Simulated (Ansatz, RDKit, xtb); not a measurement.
# Isomers of C4H7NOSi, a sample narrowed down

Which of a sample of isomers of C4H7NOSi is the most stable in the gas at 298.15 K, and what are its properties? The sample is small against all isomers, and the most stable one of this formula need not be in it.

The funnel: GFN2-xTB relaxations, single points with a density functional, relaxations at B3LYP/def2-SVP, harmonic vibrations (at GFN2-xTB), and a last energy at a higher level. All values are calculated.

## 1. Possible bonding patterns

Isomers were taken from a list of plausible structures; this is a sample, not all of them. That gives 8 candidates.

```tsv
label	SMILES	spin
c007	N#C[C@@H]1OC[C@@H]1[SiH3]	singlet
c023	N#C[C@@]1([SiH3])CCO1	singlet
c084	N#C[C@@H]1C[C@@H]([SiH3])O1	singlet
c372	N#C[C@@H]1CO[C@H]1[SiH3]	singlet
c429	N#C[C@@H]1CO[C@@H]1[SiH3]	singlet
c660	N#CC1([SiH3])COC1	singlet
c687	N#C[C@@H]1C[C@H]([SiH3])O1	singlet
c857	N#C[C@@H]1OC[C@H]1[SiH3]	singlet
```

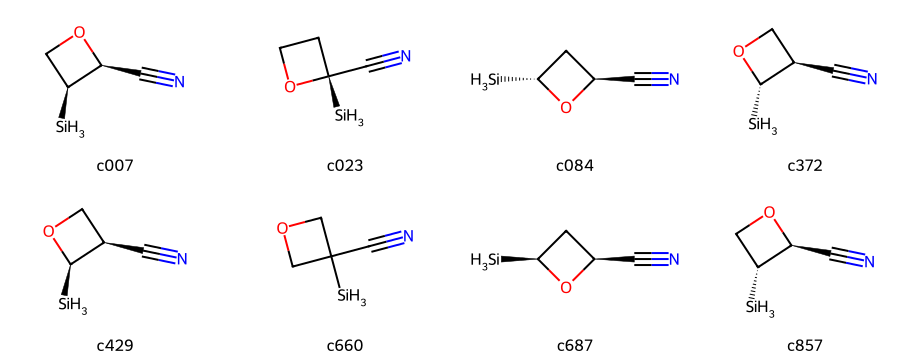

Structural formulas of the candidates.

Candidates are built by distance geometry, with a force field where one applies, in up to four conformers (letters a to d).

## 2. Search with GFN2-xTB

All 9 starts are relaxed the same way. One of them, c687a (taken from a list of positional isomers, embedded by distance geometry and MMFF94), in full:

Contents of start.xyz:

```xyz
14
c687a
C      1.738103    -0.147996    -0.734842
C      0.508908    -0.760209    -0.531450
C     -0.581678     0.090532     0.138643
C     -0.784782    -1.066343     1.081461
N      2.782776     0.387822    -0.901615
O      0.500689    -1.670250     0.608414
Si    -0.855880    -0.631217     2.965700
H      0.180841    -1.261292    -1.406917
H     -0.235487     1.015713     0.637998
H     -1.447056     0.329011    -0.523423
H     -1.614189    -1.715283     0.833014
H      0.246324     0.239841     3.341484
H     -0.816614    -1.878263     3.814821
H     -2.078132     0.122259     3.233482
```

The run is started by

```bash
$ xtb start.xyz --gfn 2 --opt
```

The log of the run, cut to the lines that bear on the results:

```text
* xtb version 6.7.1
[...]
          :  # basis functions                  41          :
[...]
          :  # electrons                        38          :
[...]
          :  Hamiltonian                  GFN2-xTB          :
[...]
          :  net charge                          0          :
          :  unpaired electrons                  0          :
[...]
   *** convergence criteria satisfied after 12 iterations ***
[...]
   *** GEOMETRY OPTIMIZATION CONVERGED AFTER 21 ITERATIONS ***
[...]
   *** convergence criteria satisfied after 3 iterations ***
[...]
         ::                     SUMMARY                     ::
         :::::::::::::::::::::::::::::::::::::::::::::::::::::
         :: total energy             -20.776039568833 Eh    ::
         :: gradient norm              0.000547720869 Eh/a0 ::
         :: HOMO-LUMO gap              4.364689028885 eV    ::
         ::.................................................::
         :: SCC energy               -21.045353105962 Eh    ::
         :: -> isotropic ES            0.039697873880 Eh    ::
         :: -> anisotropic ES          0.003403591970 Eh    ::
         :: -> anisotropic XC          0.017119568812 Eh    ::
         :: -> dispersion             -0.010128060279 Eh    ::
         :: repulsion energy           0.269313537130 Eh    ::
         :: add. restraining           0.000000000000 Eh    ::
         :: total charge              -0.000000000000 e     ::
         :::::::::::::::::::::::::::::::::::::::::::::::::::::
[...]
        19        2.0000           -0.3913159             -10.6482 (HOMO)
        20                         -0.2309165              -6.2836 (LUMO)
[...]
     #   Z          covCN         q      C6AA      α(0)
     1   6          1.894     0.106    28.494     8.621
     2   6          4.073     0.134    18.332     6.082
     3   6          3.847    -0.060    21.622     6.614
     4   6          3.964     0.007    20.390     6.416
     5   7          0.911    -0.209    25.548     7.310
     6   8          1.739    -0.345    19.783     6.006
     7  14          3.641     0.447    98.908    19.072
     8   1          0.923     0.052     2.301     2.372
     9   1          0.925     0.036     2.509     2.477
    10   1          0.925     0.041     2.432     2.439
    11   1          0.924     0.015     2.808     2.621
    12   1          0.919    -0.071     4.647     3.371
    13   1          0.920    -0.068     4.563     3.341
    14   1          0.918    -0.085     5.075     3.523
[...]
     #   Z sym  total        # sym  WBO       # sym  WBO       # sym  WBO
 ---------------------------------------------------------------------------
     1   6      3.943 --     5      2.865     2      1.026
     2   6      3.959 --     1      1.026     6      0.964     3      0.964
                             8      0.940
     3   6      3.989 --     4      1.008     9      0.984    10      0.980
                             2      0.964
     4   6      3.890 --     3      1.008    11      0.983     6      0.959
                             7      0.840
     5   7      3.014 --     1      2.865
     6   8      2.041 --     2      0.964     4      0.959
     7  14      3.574 --    12      0.904    13      0.903    14      0.899
                             4      0.840
     8   1      0.997 --     2      0.940
     9   1      0.999 --     3      0.984
[...]
molecular dipole:
                 x           y           z       tot (Debye)
 q only:       -1.037       0.372       0.399
   full:       -1.423       0.073      -0.149       3.642
molecular quadrupole (traceless):
[...]
          | TOTAL ENERGY              -20.776039568833 Eh   |
          | GRADIENT NORM               0.000547720869 Eh/α |
          | HOMO-LUMO GAP               4.364689028885 eV   |
           -------------------------------------------------
[...]
```

Wall time 0.12 s (2 threads of Arm Neoverse V2, shared host).

## 3. The minima found

9 of the 9 relaxations converged; 1 ended on a minimum already found. 8 distinct structures remain:

```tsv
label	start	SMILES after	spin	energy (kcal/mol)
c660a	drawn	N#CC1([SiH3])COC1	singlet	0.0
c023a	drawn	N#C[C@@]1([SiH3])CCO1	singlet	0.4
c372a	drawn	N#C[C@@H]1CO[C@H]1[SiH3]	singlet	1.6
c429a	drawn	N#C[C@@H]1CO[C@@H]1[SiH3]	singlet	2.0
c687a	drawn	N#C[C@@H]1C[C@H]([SiH3])O1	singlet	3.4
c857a	drawn	N#C[C@@H]1OC[C@H]1[SiH3]	singlet	3.7
c084a	drawn	N#C[C@@H]1C[C@@H]([SiH3])O1	singlet	3.9
c007b	drawn	N#C[C@@H]1OC[C@@H]1[SiH3]	singlet	4.2
```

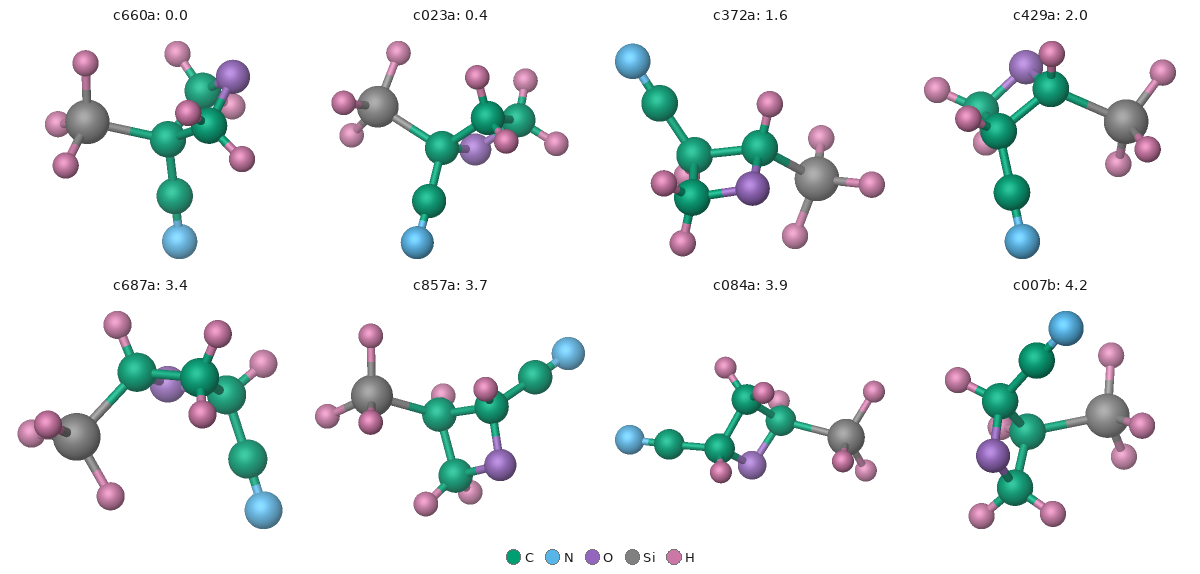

The 8 lowest minima that did not fall apart, with their GFN2-xTB energies in kcal/mol.

## 4. Second filter: single points

A choice of the minima (the low ones first, few conformers of a pattern, up to a cap) and the lowest that fell apart get a single point at r2SCAN-D4/def2-SVP on the tight-binding geometry, and one at HF/STO-3G for comparison. The lowest singlets are also tried as triplets at the same geometry (label ending in t). The first, c660a:

Contents of input.yaml:

```yaml
crystal:
  periodic: [false, false, false]
  atoms:
    - {symbol: C, position_ang: [0.339523, -0.090018, -1.453199]}
    - {symbol: C, position_ang: [0.559675, -0.412066, -0.082358]}
    - {symbol: C, position_ang: [-0.108756, 0.543876, 0.925292]}
    - {symbol: C, position_ang: [-0.421955, -1.445342, 0.505332]}
    - {symbol: "N", position_ang: [0.173067, 0.166652, -2.556756]}
    - {symbol: O, position_ang: [-0.844641, -0.526924, 1.508613]}
    - {symbol: Si, position_ang: [2.412786, -0.770896, 0.252694]}
    - {symbol: H, position_ang: [3.150467, 0.443521, -0.086662]}
    - {symbol: H, position_ang: [2.524499, -1.086787, 1.675275]}
    - {symbol: H, position_ang: [2.784528, -1.911716, -0.580622]}
    - {symbol: H, position_ang: [-0.768421, 1.293671, 0.473745]}
    - {symbol: H, position_ang: [0.553523, 1.029781, 1.647011]}
    - {symbol: H, position_ang: [-1.244016, -1.722800, -0.164489]}
    - {symbol: H, position_ang: [0.020120, -2.349283, 0.932964]}
basis:
  gaussian:
    orbitals: def2-SVP
hamiltonian:
  xc: {name: r2SCAN}
  dispersion: d4
scf:
  lower_state_search: off
output:
  orbitals: {seedname: orbitals}
```

The run is started by

```bash
$ ansatz run input.yaml --threads 2 --pin off --max-ram 5220MiB --events-out events.jsonl --progress --plain --runs-dir runs
```

The log of the run, cut to the lines that bear on the results:

```text
Warning: RAYON_NUM_THREADS=2 ignored (pool sized by the plan → 2); use --threads N
Functional definition: r2SCAN
  name "r2SCAN"
[...]
1549 factors; their error is unknown
[...]
mean field -15661.01304979 eV, -575.5316141638 hartree, gradient 2.0e-6 eV, S^2 0.000000; 0 other end points of the search recorded, 0 dependent functions left out
reference -15661.01305983 eV, -575.5316145328 hartree; 30, 30 occupied and 107, 107 virtual orbitals, 1549 factors
Total energy: -15661.10660871 eV, -575.5350523907 hartree
Checks for a lower state left out: stability, starts, cluster_reference, orbital_swaps, neighbouring_geometries, increment
```

Run time: 3.3 s. Hardware: 2 threads of Arm Neoverse V2, shared host; peak memory 0.18 GiB.

Relative energies in kcal/mol, each column from its lowest structure that stays in one piece:

```tsv
label	SMILES	spin	GFN2-xTB	HF/STO-3G	r2SCAN-D4/def2-SVP
c660a	N#CC1([SiH3])COC1	singlet	0.0	0.0	0.0
c023a	N#C[C@@]1([SiH3])CCO1	singlet	0.4	0.5	1.8
c857a	N#C[C@@H]1OC[C@H]1[SiH3]	singlet	3.7	0.2	1.8
c007b	N#C[C@@H]1OC[C@@H]1[SiH3]	singlet	4.2	0.6	1.9
c429a	N#C[C@@H]1CO[C@@H]1[SiH3]	singlet	2.0	2.1	2.8
c372a	N#C[C@@H]1CO[C@H]1[SiH3]	singlet	1.6	1.4	2.9
c084a	N#C[C@@H]1C[C@@H]([SiH3])O1	singlet	3.9	0.8	3.3
c687a	N#C[C@@H]1C[C@H]([SiH3])O1	singlet	3.4	1.4	3.5
c023at	N#C[C@@]1([SiH3])CCO1	triplet	–	–	120.5
c857at	N#C[C@@H]1OC[C@H]1[SiH3]	triplet	–	–	136.4
c660at	N#CC1([SiH3])COC1	triplet	–	–	143.4
```

## 5. Refinement at B3LYP/def2-SVP

6 candidates are relaxed at B3LYP/def2-SVP (chosen among the lowest in one piece). The first, c660a:

input.yaml: that of step 4 with these lines changed.

```diff
@@ -1 +1,3 @@
+basis:
+  gaussian: {orbitals: def2-SVP}
 crystal:
@@ -17,11 +19,4 @@
     - {symbol: H, position_ang: [0.020120, -2.349283, 0.932964]}
-basis:
-  gaussian:
-    orbitals: def2-SVP
-hamiltonian:
-  xc: {name: r2SCAN}
-  dispersion: d4
-scf:
-  lower_state_search: off
-output:
-  orbitals: {seedname: orbitals}
+scf: {lower_state_search: "off"}
+relax: {f_tol: 0.006}
+hamiltonian: {xc: {name: B3LYP}}
```

The run is started by

```bash
$ ansatz run input.yaml --threads 2 --pin off --max-ram 5220MiB --events-out events.jsonl --progress --plain --runs-dir runs
```

The log of the run, cut to the lines that bear on the results:

```text
Warning: RAYON_NUM_THREADS=2 ignored (pool sized by the plan → 2); use --threads N
[...]
Functional definition: B3LYP
  name "B3LYP"
[...]
1520 factors; integrals over basis functions are off by at most 5.9e-4 eV
[...]
mean field -15666.80029688 eV, -575.7442915717 hartree, gradient 3.9e-6 eV, S^2 0.000000; 0 other end points of the search recorded, 0 dependent functions left out
[...]
reference -15666.80055729 eV, -575.7443011417 hartree; 30, 30 occupied and 107, 107 virtual orbitals, 1520 factors
relax step   1: F+E_penalty+E_count = -15666.80029688 eV  Δ(F+E_penalty+E_count) = +0.000e0 eV  max|allowed force component| = 1.979e0 eV/Å  Δτ_max = 0.0000 Å  (16 SCF iters, accepted)
[...]
relax step   3: F+E_penalty+E_count = -15666.89212525 eV  Δ(F+E_penalty+E_count) = -6.832e-3 eV  max|allowed force component| = 6.430e-2 eV/Å  Δτ_max = 0.0154 Å  (22 SCF iters, accepted)
[...]
Atom 5 at    -0.817631    -0.540954     1.556131 Å, force     0.000868     0.000171    -0.001287 eV/Å
Atom 6 at     2.398171    -0.767741     0.242619 Å, force     0.001583    -0.000218    -0.000246 eV/Å
Atom 7 at     3.205370     0.439667    -0.082176 Å, force    -0.000415    -0.000287    -0.000019 eV/Å
Atom 8 at     2.511412    -1.090535     1.692382 Å, force     0.000067    -0.000139     0.000507 eV/Å
Atom 9 at     2.834660    -1.928309    -0.580460 Å, force    -0.000281     0.000390     0.000120 eV/Å
Atom 10 at    -0.804705     1.292832     0.493547 Å, force    -0.000839    -0.000002    -0.000595 eV/Å
Atom 11 at     0.554679     1.062155     1.647759 Å, force     0.000422    -0.000426     0.000303 eV/Å
Atom 12 at    -1.276837    -1.723810    -0.141515 Å, force    -0.000728     0.000562    -0.000566 eV/Å
Atom 13 at     0.016648    -2.375616     0.924016 Å, force     0.000537     0.000086     0.000438 eV/Å
Dipole moment:     0.270009    -0.141630     0.471977 e Å
Checks for a lower state left out: stability, starts, cluster_reference, orbital_swaps, neighbouring_geometries, increment
```

Wall time 33 s (2 threads of Arm Neoverse V2, shared host); peak memory 0.35 GiB.

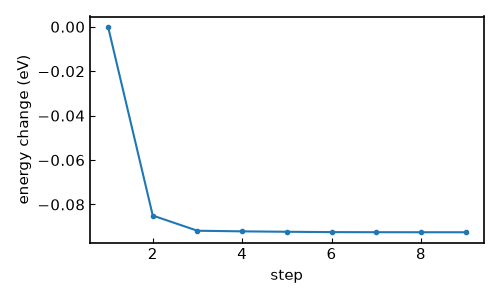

Energy along the run, all evaluated steps.

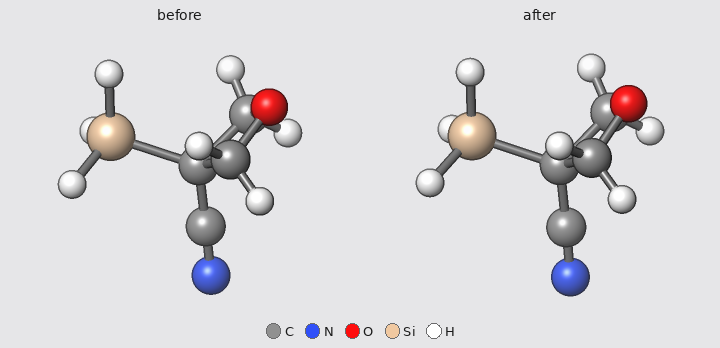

Before and after, at one scale.

After the run. Bond lengths: C1–C2 1.451 Å, C2–C3 1.565 Å, C2–C4 1.565 Å, C1–N5 1.161 Å, C3–O6 1.428 Å, C4–O6 1.428 Å, C2–Si7 1.922 Å, Si7–H8 1.488 Å, Si7–H9 1.490 Å, Si7–H10 1.488 Å, C3–H11 1.105 Å, C3–H12 1.104 Å, C4–H13 1.105 Å, C4–H14 1.104 Å. Some angles: C1–C2–C3 116.6°, C1–C2–C4 116.6°, C1–C2–Si7 110.6°, C3–C2–C4 82.7°, C3–C2–Si7 114.0°, C4–C2–Si7 114.0°, C2–C1–N5 179.0°, C2–C3–O6 91.6°, C2–C4–O6 91.6°, C3–O6–C4 92.8°.

## 6. After refinement

```tsv
label	spin	r2SCAN-D4/def2-SVP (kcal/mol)	B3LYP/def2-SVP, relaxed (kcal/mol)	time
c660a	singlet	0.0	0.0	33 s
c857a	singlet	1.8	0.8	44 s
c372a	singlet	2.9	1.2	43 s
c023a	singlet	1.8	1.2	41 s
c007b	singlet	1.9	1.3	42 s
c429a	singlet	2.8	1.9	30 s
```

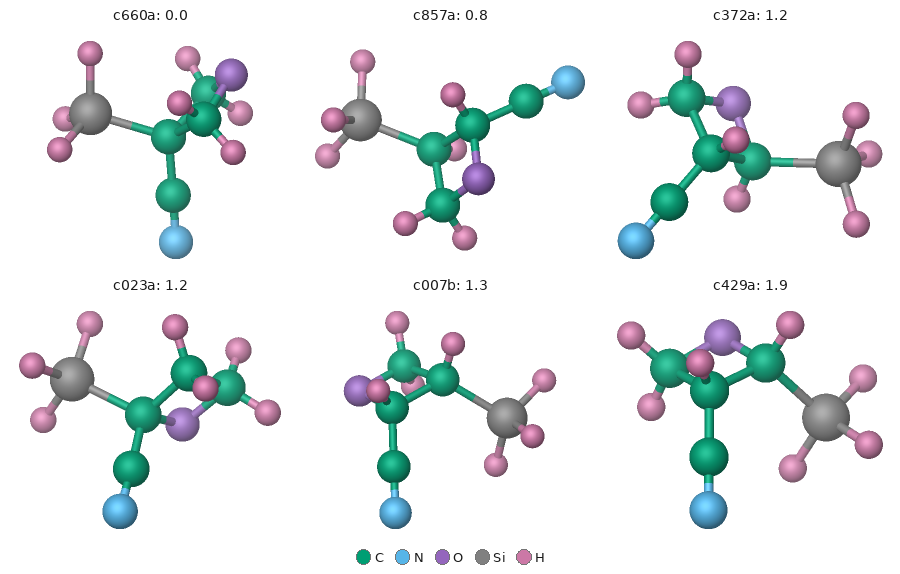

The relaxed structures, with energies at B3LYP/def2-SVP in kcal/mol.

## 7. Harmonic analysis of the finalists

The lowest few in one piece go on as finalists. In this search the thermal terms come from GFN2-xTB at its own nearest minimum. The first, c660a:

Contents of start.xyz:

```xyz
14
c660a
C      0.336629    -0.078072    -1.500594
C      0.542759    -0.404869    -0.101599
C     -0.124909     0.548046     0.945403
C     -0.437933    -1.452001     0.524338
N      0.192086     0.180876    -2.623010
O     -0.817631    -0.540954     1.556131
Si     2.398171    -0.767741     0.242619
H      3.205370     0.439667    -0.082176
H      2.511412    -1.090535     1.692382
H      2.834660    -1.928309    -0.580460
H     -0.804705     1.292832     0.493547
H      0.554679     1.062155     1.647759
H     -1.276837    -1.723810    -0.141515
H      0.016648    -2.375616     0.924016
```

The run is started by

```bash
$ xtb start.xyz --gfn 2 --ohess tight
```

The log of the run, cut to the lines that bear on the results:

```text
* xtb version 6.7.1
[...]
          :  # basis functions                  41          :
[...]
          :  # electrons                        38          :
[...]
          :  Hamiltonian                  GFN2-xTB          :
[...]
          :  net charge                          0          :
          :  unpaired electrons                  0          :
[...]
   *** convergence criteria satisfied after 12 iterations ***
[...]
   *** GEOMETRY OPTIMIZATION CONVERGED AFTER 9 ITERATIONS ***
[...]
   *** convergence criteria satisfied after 3 iterations ***
[...]
         ::                     SUMMARY                     ::
         :::::::::::::::::::::::::::::::::::::::::::::::::::::
         :: total energy             -20.781512093157 Eh    ::
         :: gradient norm              0.000323365467 Eh/a0 ::
         :: HOMO-LUMO gap              4.751997847112 eV    ::
         ::.................................................::
         :: SCC energy               -21.051616069817 Eh    ::
         :: -> isotropic ES            0.041919154355 Eh    ::
         :: -> anisotropic ES          0.004895614352 Eh    ::
         :: -> anisotropic XC          0.015491998049 Eh    ::
         :: -> dispersion             -0.010431774716 Eh    ::
         :: repulsion energy           0.270103976660 Eh    ::
         :: add. restraining           0.000000000000 Eh    ::
         :: total charge               0.000000000000 e     ::
         :::::::::::::::::::::::::::::::::::::::::::::::::::::
[...]
        19        2.0000           -0.4048073             -11.0154 (HOMO)
        20                         -0.2301745              -6.2634 (LUMO)
[...]
molecular dipole:
                 x           y           z       tot (Debye)
 q only:        1.192      -0.303       0.556
   full:        0.943      -0.329       0.861       3.352
molecular quadrupole (traceless):
[...]
          | TOTAL ENERGY              -20.781512093155 Eh   |
          | TOTAL ENTHALPY            -20.674854203955 Eh   |
          | TOTAL FREE ENERGY         -20.717023524472 Eh   |
          | GRADIENT NORM               0.000323109158 Eh/α |
[...]
```

Wall time 0.26 s (2 threads of Arm Neoverse V2, shared host).

## 8. Zero-point energy and free-energy terms

As xtb prints them, at 298.15 K, with its own treatment of low modes:

```tsv
label	SMILES	spin	lowest mode (cm⁻¹)	zero-point (kcal/mol)	G − E (kcal/mol)
c660a	N#CC1([SiH3])COC1	singlet	81	61.1	40.5
c857a	N#C[C@@H]1OC[C@H]1[SiH3]	singlet	53	61.2	40.4
c372a	N#C[C@@H]1CO[C@H]1[SiH3]	singlet	60	61.0	40.2
c023a	N#C[C@@]1([SiH3])CCO1	singlet	84	61.1	40.3
c007b	N#C[C@@H]1OC[C@@H]1[SiH3]	singlet	51	61.2	40.5
c429a	N#C[C@@H]1CO[C@@H]1[SiH3]	singlet	74	61.1	40.4
```

## 9. The final energy

Each finalist gets a single point at CCSD(T)/def2-SVP + MP2/def2-TZVPP - MP2/def2-SVP.

c660a, CCSD(T)/def2-SVP:

Contents of input.yaml:

```yaml
crystal:
  periodic: [false, false, false]
  atoms:
    - symbol: C
      position_ang: [0.336629, -0.078072, -1.500594]
    - symbol: C
      position_ang: [0.542759, -0.404869, -0.101599]
    - symbol: C
      position_ang: [-0.124909, 0.548046, 0.945403]
    - symbol: C
      position_ang: [-0.437933, -1.452001, 0.524338]
    - symbol: "N"
      position_ang: [0.192086, 0.180876, -2.623010]
    - symbol: O
      position_ang: [-0.817631, -0.540954, 1.556131]
    - symbol: Si
      position_ang: [2.398171, -0.767741, 0.242619]
    - symbol: H
      position_ang: [3.205370, 0.439667, -0.082176]
    - symbol: H
      position_ang: [2.511412, -1.090535, 1.692382]
    - symbol: H
      position_ang: [2.834660, -1.928309, -0.580460]
    - symbol: H
      position_ang: [-0.804705, 1.292832, 0.493547]
    - symbol: H
      position_ang: [0.554679, 1.062155, 1.647759]
    - symbol: H
      position_ang: [-1.276837, -1.723810, -0.141515]
    - symbol: H
      position_ang: [0.016648, -2.375616, 0.924016]
basis:
  gaussian:
    orbitals: def2-SVP
correlation:
  method: ccsd_t
  frozen_orbitals: {Si: 5, C: 1, O: 1, H: 0, "N": 1}
```

The run is started by

```bash
$ ansatz run input.yaml --threads 2 --pin off --max-ram 5220MiB --events-out events.jsonl --progress --plain --runs-dir runs
```

The log of the run, cut to the lines that bear on the results:

```text
Warning: RAYON_NUM_THREADS=2 ignored (pool sized by the plan → 2); use --threads N
Functional definition: HF
  name "HF"
[...]
1384 factors; integrals over basis functions are off by at most 1.1e-3 eV
[...]
mean field -15603.55209330 eV, -573.4199629615 hartree, gradient 2.6e-6 eV, S^2 0.000000; 0 other end points of the search recorded, 0 dependent functions left out
11 core orbitals not correlated: weight in the atoms' cores, before any rotation towards them, 1.000 or more for the frozen orbitals, at most 0.000 for the correlated occupied ones
reference -15603.55209330 eV, -573.4199629615 hartree; 19, 19 occupied and 107, 107 virtual orbitals, 1384 factors
second order -26.32671001 eV of doubles, -0.00000000 eV of singles
cycle   1  -26.81507476 eV  change   -4.9e-1 eV  update   1.3e-1
[...]
cycle   9  -27.83966645 eV  change   -1.1e-5 eV  update   2.6e-5
perturbative correction -0.99873304 eV, -0.0367027622 hartree
Total energy: -15632.39049279 eV, -574.4797545952 hartree
```

Run time: 39 s. Hardware: 2 threads of Arm Neoverse V2, shared host; peak memory 1 GiB.

(Part 1 of 2 ends here.)
